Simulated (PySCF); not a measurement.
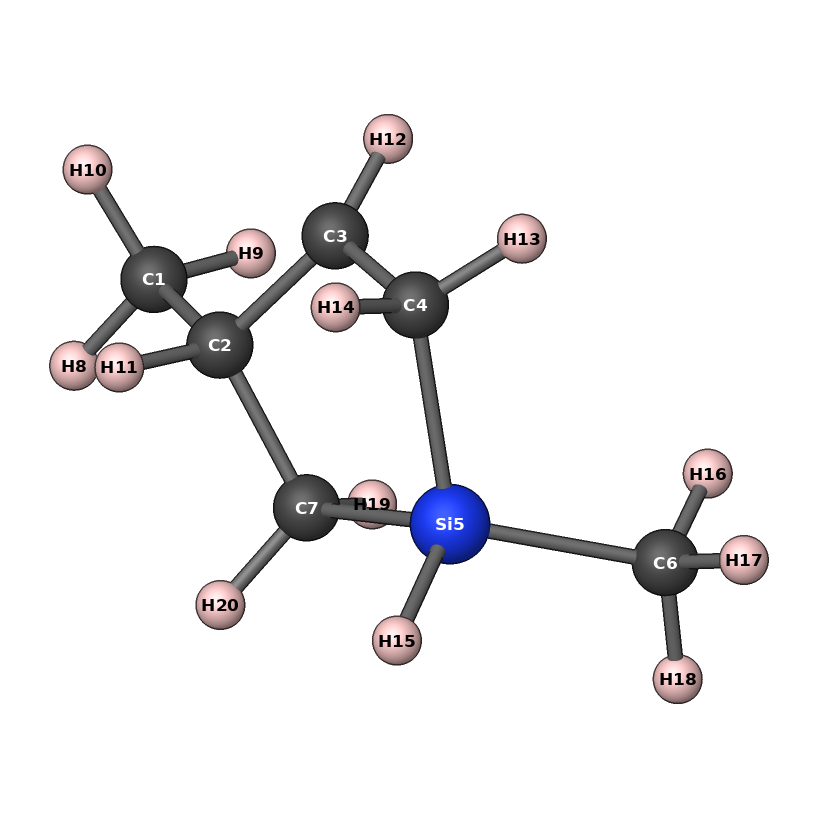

The questions are on Mulliken spin populations. The species is neutral and a spin doublet. The geometry was computed by an optimisation with GFN2-xTB. No frequency run is at hand to confirm it as a minimum. Method: UKS B3LYP, pcH-1 on C H Si, non-relativistic (PySCF 2.14.0).

Which atom carries the largest spin population?

C3 (0.98 e).

Which atom has the lowest spin population?

C4 (−0.08 e); a negative value comes from spin polarisation.

List the Mulliken spin populations.

```json
{"atom": "C1", "value (e)": "0.00"}
{"atom": "C2", "value (e)": "−0.07"}
{"atom": "C3", "value (e)": "0.98"}
{"atom": "C4", "value (e)": "−0.08"}
{"atom": "Si5", "value (e)": "0.06"}
{"atom": "C6", "value (e)": "0.00"}
{"atom": "C7", "value (e)": "0.03"}
{"atom": "H8", "value (e)": "0.00"}
{"atom": "H9", "value (e)": "0.00"}
{"atom": "H10", "value (e)": "0.00"}
{"atom": "H11", "value (e)": "0.04"}
{"atom": "H12", "value (e)": "−0.04"}
{"atom": "H13", "value (e)": "0.00"}
{"atom": "H14", "value (e)": "0.05"}
{"atom": "H15", "value (e)": "0.01"}
{"atom": "H16", "value (e)": "0.00"}
{"atom": "H17", "value (e)": "0.00"}
{"atom": "H18", "value (e)": "0.00"}
{"atom": "H19", "value (e)": "0.00"}
{"atom": "H20", "value (e)": "0.01"}
```

Mulliken values depend strongly on the basis set. The geometry is semi-empirical. Around Si such bond lengths and angles can be off by a tenth of an ångström or more and by several degrees, and values that hang on the shape move with them.
